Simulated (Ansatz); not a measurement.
**HNO (nitroxyl): levels of theory compared**

Aim: a comparison of 6 runs (B3LYP/STO-3G, PBE/STO-3G, r2SCAN0/STO-3G, RPA@PBE/STO-3G, CCSDTQ/STO-3G, UCCSD(T)/STO-3G) of HNO (nitroxyl). 

The calculation is run with Ansatz 0.2.0.

52 further runs of the same task are left out: 1 that didn't finish, 51 set aside as unsound or not needed.

### Step 1. The molecule

HNO has 3 atoms, charge 0, and is taken as a singlet. As SMILES, `N=O`. The H3–N1 distance was set to 2.124 Å, away from the relaxed value. At this shape a bond of the SMILES string is far longer than usual.

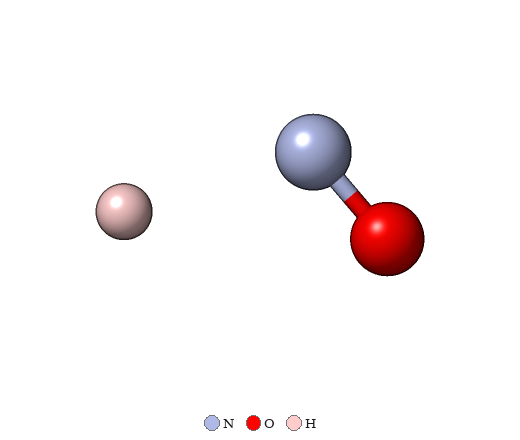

Viewed from a chosen angle; nitrogen light blue, oxygen red, hydrogen pink.

### Step 2. A single-point energy at B3LYP/STO-3G (run 1)

input.yaml

```yaml
crystal:
  periodic: [false, false, false]
  atoms:
    - {symbol: "N", position_ang: [-0.059232, 1.309718, 0.121829]}
    - {symbol: O, position_ang: [0.985288, 1.430528, 0.702759]}
    - {symbol: H, position_ang: [-0.492640, -0.715240, -0.351380]}
basis:
  gaussian:
    orbitals: STO-3G
total_charge: 0
hamiltonian:
  xc: {name: B3LYP}
accuracy: high
```

Command:

```console
$ ansatz run input.yaml --threads 1 --pin off --max-ram 2610MiB --events-out events.jsonl --progress --plain --runs-dir runs
```

Output:

```text
Warning: RAYON_NUM_THREADS=1 ignored (pool sized by the plan → 1); use --threads N
Functional definition: B3LYP
  name "B3LYP"
  parameter a0 = 0.2
  parameter ax = 0.72
  parameter ac = 0.81
  exchange = (1 - a0 - ax)*slater_x + ax*b88_x + a0*exact_x
  correlation = (1 - ac)*vwn_rpa_c + ac*lyp_c
167 factors; integrals over basis functions are off by at most 2.2e-8 eV
mean field evaluation 1: about -3491.7951 eV, gradient 2.4e1 eV
mean field evaluation 2: about -3483.3071 eV, gradient 2.6e1 eV
mean field evaluation 4: about -3492.0999 eV, gradient 2.4e1 eV
mean field evaluation 8: about -3496.4644 eV, gradient 2.4e1 eV
mean field evaluation 16: about -3498.7505 eV, gradient 8.1e-9 eV
mean field -3498.75053370 eV, -128.5767105750 hartree, gradient 1.3e-8 eV, S^2 0.000000; 0 other end points of the search recorded, 0 dependent functions left out
reference -3498.75055279 eV, -128.5767112766 hartree; 8, 8 occupied and 3, 3 virtual orbitals, 167 factors
Total energy: -3498.75055279 eV, -128.5767112766 hartree
```

It took 0.46 s on 1 thread of Arm Neoverse V2, shared host.

### Step 3. A single-point energy at PBE/STO-3G (run 2)

in.yaml

```yaml
crystal:
  periodic: [false, false, false]
  atoms:
    - {symbol: N, position_ang: [-0.059232, 1.309718, 0.121829]}
    - {symbol: O, position_ang: [0.985288, 1.430528, 0.702759]}
    - {symbol: H, position_ang: [-0.492640, -0.715240, -0.351380]}
basis:
  gaussian: {orbitals: STO-3G}
hamiltonian: {xc: pbe}
accuracy: high
```

Command:

```console
$ ansatz run in.yaml --threads 1 --pin off --max-ram 2610MiB --events-out events.jsonl --progress --plain --runs-dir runs
```

Output:

```text
Warning: RAYON_NUM_THREADS=1 ignored (pool sized by the plan → 1); use --threads N
Functional definition: PBE
  name "PBE"
  parameter kappa = 0.804
  parameter beta = 0.06672455060314922
  exchange = pbe_x(kappa = kappa, mu = beta*pi^2/3)
  correlation = pbe_c(beta = beta)
167 factors; integrals over basis functions are off by at most 2.2e-8 eV
mean field evaluation 1: about -3487.5723 eV, gradient 3.1e1 eV
mean field evaluation 2: about -3474.3064 eV, gradient 4.7e1 eV
mean field evaluation 4: about -3487.8164 eV, gradient 2.0e1 eV
mean field evaluation 8: about -3494.1779 eV, gradient 1.8e1 eV
mean field evaluation 16: about -3496.0007 eV, gradient 1.0e-6 eV
mean field -3496.00070893 eV, -128.4756563788 hartree, gradient 1.1e-8 eV, S^2 0.000000; 0 other end points of the search recorded, 0 dependent functions left out
reference -3496.00071007 eV, -128.4756564205 hartree; 8, 8 occupied and 3, 3 virtual orbitals, 167 factors
Total energy: -3496.00071007 eV, -128.4756564205 hartree
```

Run time: 0.44 s. Hardware: 1 thread of Arm Neoverse V2, shared host.

Runs 3 to 5 aren't shown in full; the table further down has their settings and results.

### Step 4. A single-point energy at UCCSD(T)/STO-3G (run 6)

in.yaml

```yaml
crystal:
  periodic: [false, false, false]
  atoms:
    - {symbol: "N", position_ang: [-0.059232, 1.309718, 0.121829]}
    - {symbol: O, position_ang: [0.985288, 1.430528, 0.702759]}
    - {symbol: H, position_ang: [-0.492640, -0.715240, -0.351380]}
basis:
  gaussian:
    orbitals: STO-3G
magnetization:
  spin_polarized: true
  initial_magnetization: 0
correlation:
  method: ccsd_t
  frozen_orbitals: {H: 0, "N": 1, O: 1}
accuracy: high
scf:
  omitted_lower_state_checks: [cluster_reference, increment]
```

Command:

```console
$ ansatz run in.yaml --threads 1 --pin off --max-ram 2610MiB --events-out events.jsonl --progress --plain --runs-dir runs
```

Output:

```text
Warning: RAYON_NUM_THREADS=1 ignored (pool sized by the plan → 1); use --threads N
[... 18 lines left out ...]
2 core orbitals not correlated: weight in the atoms' cores, before any rotation towards them, 1.000 or more for the frozen orbitals, at most 0.000 for the correlated occupied ones
[... 39 lines left out ...]
Total energy: -3486.91454382 eV, -128.1417459698 hartree
Checks for a lower state left out: cluster_reference, increment
```

Wall time 0.36 s (1 thread of Arm Neoverse V2, shared host).

### Step 5. The series

```tsv
run	level	frozen core orbitals	energy (Eh)	wall time
1	B3LYP/STO-3G	–	-128.576711	0.46 s
2	PBE/STO-3G	–	-128.475656	0.44 s
3	r2SCAN0/STO-3G	–	-128.504697	1.1 s
4	RPA@PBE/STO-3G	2	-128.189113	0.62 s
5	CCSDTQ/STO-3G	2	-128.149308	2.9 s
6	UCCSD(T)/STO-3G	2	-128.141746	0.36 s
```

### Step 6. What came out

```
                                          quantity          value
                               run 6: total energy  -128.14175 Eh
run 6: correlation energy (2 core orbitals frozen)     -132.3 mEh
                             run 6: (T) correction      -2.29 mEh
          run 6: ⟨S²⟩ of the reference determinant          1.377
                              run 6: T1 diagnostic          0.086
```

Totals of different functionals can't be ranked against each other. In runs 4, 5 the log says that unrestricted orbitals would lower the reference, so the values rest on an unstable closed-shell determinant (other closed-shell runs at this shape may share the fault). In runs 1, 2, 3, 4, 5, 6 the basis is minimal, so the values are rough. In runs 1, 2, 3, 4 a closed-shell determinant meets a far-stretched bond, which it describes badly. Spin contamination of the reference: run 6 ⟨S²⟩ = 1.38. Where it is this large, the reference is a mixture of spin states, and values that rest on it are in doubt. All runs together took 6 s, the longest 2.9 s.
